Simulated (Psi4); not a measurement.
# triplet CCl3F: levels of theory compared

We compute a comparison of 4 runs (U-r2SCAN/6-31G*, UM06-2X/6-31G*, UPBE0/6-31G*, USVWN5/6-31G*) of triplet CCl3F. 

The results are computed with Psi4 1.11.

**1. The molecule**

The species is CCl3F (5 atoms), meant as a triplet with charge 0. As SMILES of the parent species, `FC(Cl)(Cl)Cl`. The shape is that of a PBE0-D4/def2-TZVP optimisation. That shape belongs to the parent species and isn't relaxed for this state.

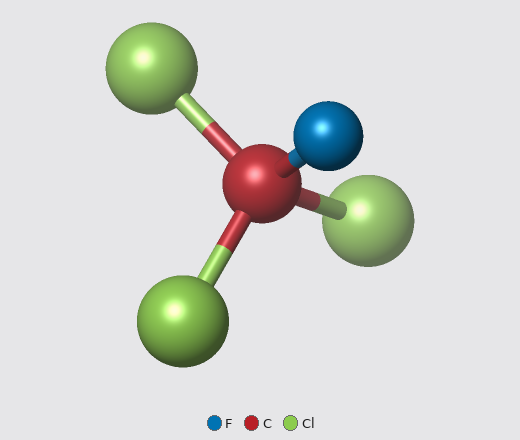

The structure, seen from a chosen angle (fluorine blue, carbon red, chlorine green).

**2. Energy and gradient at U-r2SCAN/6-31G(d) (spherical functions) (run 1)**

job.dat

```
memory 2200 mb

molecule system {
  0 3
  F
  C 1 R2
  Cl 2 R3 1 A3
  Cl 2 R4 1 A4 3 D4
  Cl 2 R5 1 A5 4 D5

  R2 = 1.332749
  R3 = 1.759929
  A3 = 108.50915
  R4 = 1.759933
  A4 = 108.50818
  D4 = -120.00052
  R5 = 1.759927
  A5 = 108.50825
  D5 = -119.99894
  units angstrom
  symmetry c1
  no_reorient
  no_com
}

set {
  reference            uks
  puream               true
  e_convergence        1e-09
  d_convergence        1e-08
  scf_type             pk
  dft_radial_points    99
  dft_spherical_points 590
  maxiter              100
}

result, w = gradient("r2scan/6-31G*", return_wfn=True)
oeprop(w, "MULLIKEN_CHARGES", "LOWDIN_CHARGES", "QUADRUPOLE")
print_variables()
```

Launch:

```console
$ psi4 -n 1 job.dat job.out
```

job.out:

```text
[...]
  Running in c1 symmetry.
[...]
  Nuclear repulsion =  368.460924782533255
[...]
  Multiplicity = 3
[...]
  Nalpha       = 34
  Nbeta        = 32
[...]
    Number of basis functions: 82
[...]
   @UKS iter   1: -1518.07396764632108    3.39421e-01   3.24037e-03 DIIS/ADIIS
[...]
   @UKS iter  15: -1518.10616321401199    2.27374e-13   5.46574e-09 DIIS
[...]
   @S^2 Observed:                2.003993144E+00
[...]
  @UKS Final Energy: -1518.10616321401199
   => Energetics <=
    Nuclear Repulsion Energy =            368.4609247825332545
    One-Electron Energy =               -2829.7328985177241520
    Two-Electron Energy =                1043.7025777370840842
    DFT Exchange-Correlation Energy =    -100.5367672159053001
    Empirical Dispersion Energy =           0.0000000000000000
    VV10 Nonlocal Energy =                  0.0000000000000000
    Total Energy =                      -1518.1061632140119855
[...]
  -Total Gradient:
     Atom            X                  Y                   Z
    ------   -----------------  -----------------  -----------------
       1       -0.000002037465     0.000002347367     0.011405591345
       2       -0.000008076856     0.000004099001     0.048468504458
       3       -0.000002000575     0.074282995547    -0.019768159758
       4        0.064340859490    -0.037157959631    -0.019767935333
       5       -0.064344149709    -0.037151043526    -0.019767225894
[...]
```

Run time: 1.7 min. Hardware: 1 thread of Intel Xeon at 2.50GHz (Skylake/Cascade Lake), shared host; peak memory 0.94 GiB.

**3. The energy at UM06-2X/6-31G(d) (spherical functions) (run 2)**

ccl3f.dat

```
memory 2200 MB

molecule {
  0 3
  F      1.72320346    -1.55095492     1.28002489
  C      0.08441407    -0.07598589     0.06272001
  Cl    -2.61634472     0.29783973     1.96718600
  Cl    -0.71803924    -1.53914413    -2.81410456
  Cl     1.52674753     2.86824521    -0.49584524
  units au
  symmetry c1
}

set basis 6-31G*
set reference uks
set puream true
set e_convergence 1e-09
set d_convergence 1e-08
set scf_type pk
set dft_radial_points 99
set dft_spherical_points 590
set maxiter 100

e, wfn = energy("m06-2x", return_wfn=True)
oeprop(wfn, "QUADRUPOLE", "LOWDIN_CHARGES", "MULLIKEN_CHARGES", title="M06-2X")
```

Launch:

```console
$ psi4 ccl3f.dat ccl3f.out -n 1
```

ccl3f.out:

```text
[...]
  Running in c1 symmetry.
[...]
  Nuclear repulsion =  368.460948696479875
[...]
  Multiplicity = 3
[...]
  Nalpha       = 34
  Nbeta        = 32
[...]
    Number of basis functions: 82
[...]
   @UKS iter   1: -1518.08060129530895    3.20977e-01   3.35810e-03 ADIIS/DIIS
[...]
   @UKS iter  18: -1518.11438977653279    7.86713e-11   8.77871e-09 DIIS
[...]
   @S^2 Observed:                2.006864501E+00
[...]
  @UKS Final Energy: -1518.11438977653279
   => Energetics <=
    Nuclear Repulsion Energy =            368.4609486964798748
    One-Electron Energy =               -2829.6354775325726223
    Two-Electron Energy =                 990.7782507628767235
    DFT Exchange-Correlation Energy =     -47.7181117033170068
    Empirical Dispersion Energy =           0.0000000000000000
    VV10 Nonlocal Energy =                  0.0000000000000000
    Total Energy =                      -1518.1143897765327893
[...]
 Multipole Moments:
 ------------------------------------------------------------------------------------
     Multipole            Electronic (a.u.)      Nuclear  (a.u.)        Total (a.u.)
 ------------------------------------------------------------------------------------
 L = 1.  Multiply by 2.5417464519 to convert [e a0] to [Debye]
 Dipole X            :          0.3728701           -0.4077951           -0.0349250
 Dipole Y            :         -0.3354809            0.3670308            0.0315499
 Dipole Z            :          0.2773764           -0.3029148           -0.0255384
 Magnitude           :                                                    0.0535477
 L = 2.  Multiply by 1.3450342976 to convert [e a0^2] to [Debye ang]
 Quadrupole XX       :       -224.1585685          188.2501578          -35.9084107
 Quadrupole XY       :        -58.5286832           58.8433570            0.3146739
[...]
```

Wall time 90 s (1 thread of Intel Xeon at 2.50GHz (Skylake/Cascade Lake), shared host); peak memory 0.93 GiB.

Run 3 isn't shown in full; the table further down has it.

**4. Energy and forces at USVWN5/6-31G(d) (spherical functions) (run 4)**

job.dat

```
memory 2200 mb

molecule mol {
  0 3
  F
  C 1 R2
  Cl 2 R3 1 A3
  Cl 2 R4 1 A4 3 D4
  Cl 2 R5 1 A5 4 D5

  R2 = 1.332749
  R3 = 1.759929
  A3 = 108.50915
  R4 = 1.759933
  A4 = 108.50818
  D4 = -120.00052
  R5 = 1.759927
  A5 = 108.50825
  D5 = -119.99894
  units angstrom
  symmetry c1
}

set {
  basis 6-31G*
  reference uks
  puream true
  e_convergence 1e-09
  d_convergence 1e-08
  scf_type pk
  dft_radial_points 99
  dft_spherical_points 590
  maxiter 100
}

E, wfn = gradient('scf', dft_functional={"name": "SVWN5", "x_functionals": {"LDA_X": {}}, "c_functionals": {"LDA_C_VWN": {}}}, return_wfn=True)
oeprop(wfn, 'WIBERG_LOWDIN_INDICES', 'DIPOLE', 'MULLIKEN_CHARGES', title='SCF')
```

Launch:

```console
$ psi4 -i job.dat -o job.out -n 1
```

job.out:

```text
[...]
  Running in c1 symmetry.
[...]
  Nuclear repulsion =  368.460924782533311
[...]
  Multiplicity = 3
[...]
  Nalpha       = 34
  Nbeta        = 32
[...]
    Number of basis functions: 82
[...]
   @UKS iter   1: -1512.79625249729361    4.01151e-01   3.75468e-03 DIIS/ADIIS
[...]
   @UKS iter  13: -1512.84473526553279   -1.31877e-11   9.48653e-09 DIIS
[...]
   @S^2 Observed:                2.001076633E+00
[...]
  @UKS Final Energy: -1512.84473526553279
   => Energetics <=
    Nuclear Repulsion Energy =            368.4609247825333114
    One-Electron Energy =               -2829.3984390379273464
    Two-Electron Energy =                1043.2932126333455471
    DFT Exchange-Correlation Energy =     -95.2004336434843736
    Empirical Dispersion Energy =           0.0000000000000000
    VV10 Nonlocal Energy =                  0.0000000000000000
    Total Energy =                      -1512.8447352655327904
[...]
  -Total Gradient:
     Atom            X                  Y                   Z
    ------   -----------------  -----------------  -----------------
       1       -0.000000060967     0.000002619962     0.001663265802
       2       -0.000002203096    -0.000005828977     0.051546733996
       3        0.000000812773     0.063276088600    -0.017732848315
       4        0.054799930239    -0.031641773046    -0.017731823418
       5       -0.054801444805    -0.031641858342    -0.017733882656
[...]
```

Wall time 36 s (1 thread of Intel Xeon at 2.50GHz (Skylake/Cascade Lake), shared host); peak memory 0.43 GiB.

**5. Overview of the runs**

```
run                                  level      task   energy (Eh)  dipole moment (D)  HOMO energy (eV)   ⟨S²⟩  wall time
  1  U-r2SCAN/6-31G* (spherical functions)  gradient  -1518.106163               0.06             -2.54  2.004    1.7 min
  2   UM06-2X/6-31G* (spherical functions)    energy  -1518.114390               0.14             -4.16  2.007       90 s
  3     UPBE0/6-31G* (spherical functions)    energy  -1517.652616               0.10             -3.27  2.005       31 s
  4    USVWN5/6-31G* (spherical functions)  gradient  -1512.844735               0.04             -2.26  2.001       36 s
```

**6. Outcome**

```
                                 quantity           value
                      run 4: total energy  -1512.84474 Eh
                     run 4: dipole moment          0.04 D
run 4: HOMO energy (highest over α and β)        -2.26 eV
                              run 4: ⟨S²⟩           2.001
          run 4: largest force on an atom      3.379 eV/Å
```

In words: The dipole moment (its size) runs from 0.04 D (USVWN5/6-31G*) to 0.14 D (UM06-2X/6-31G*). Totals of different functionals can't be ranked against each other. All runs together took 4.3 min, the longest 1.7 min.
